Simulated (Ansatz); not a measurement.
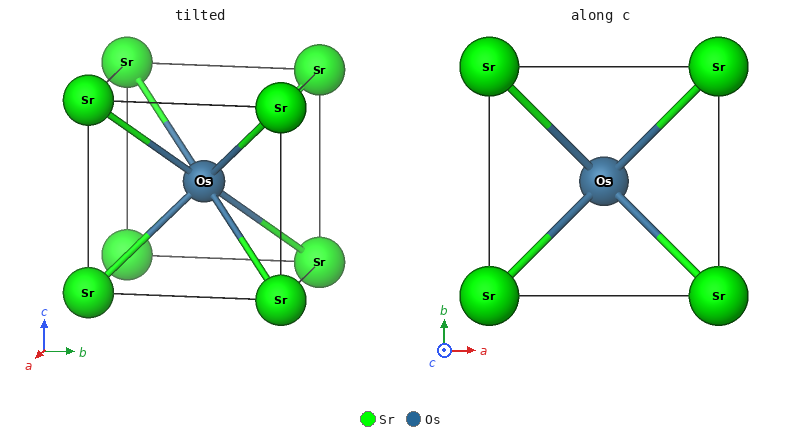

We look at a ball-and-stick model of the crystal slightly off an axis and along the c axis. The lines enclose the conventional unit cell; boundary atoms appear with their images.

SrOs, caesium chloride (CsCl, B2) type, space group Pm-3m (No. 221), a = 3.600 Å, b = 3.600 Å, c = 3.600 Å, α = 90.00°, β = 90.00°, γ = 90.00°. The structure comes from a structure type filled with these elements by a generator (whether the compound takes this form wasn't checked). The cell was then strained or its atoms displaced on purpose. An electronic-structure calculation with Ansatz was run on it.

This one geometry was computed with Ansatz (DFT, plane waves, PAW) at five levels of theory: PBE, r2SCAN, PBE with spin-orbit coupling, LDA and PBEsol.

Which level gives the highest pressure at this volume, and what does that say about its equilibrium volume?

Highest: PBE with spin-orbit coupling (1.1 GPa), which points to the largest equilibrium volume. Lowest, with the smallest volume: LDA (-6.6 GPa). Levels within 0.5 GPa of each other can't be told apart.

How does the band gap change with the level of theory?

All levels give a metal.

Collect the results in a table.

| level | cutoff (eV) | k-mesh of the run's cell | gap (eV) | pressure (GPa) |
| --- | --- | --- | --- | --- |
| PBE | 420 | 10×10×10 | metal | 0.0 |
| r2SCAN | 500 | 10×10×10 | metal | -0.9 |
| PBE with spin-orbit coupling | 420 | 10×10×10 | metal | 1.1 |
| LDA | 420 | 10×10×10 | metal | -6.6 |
| PBEsol | 420 | 10×10×10 | metal | -4.1 |

Gaps are taken on the k-mesh or band path of each run.
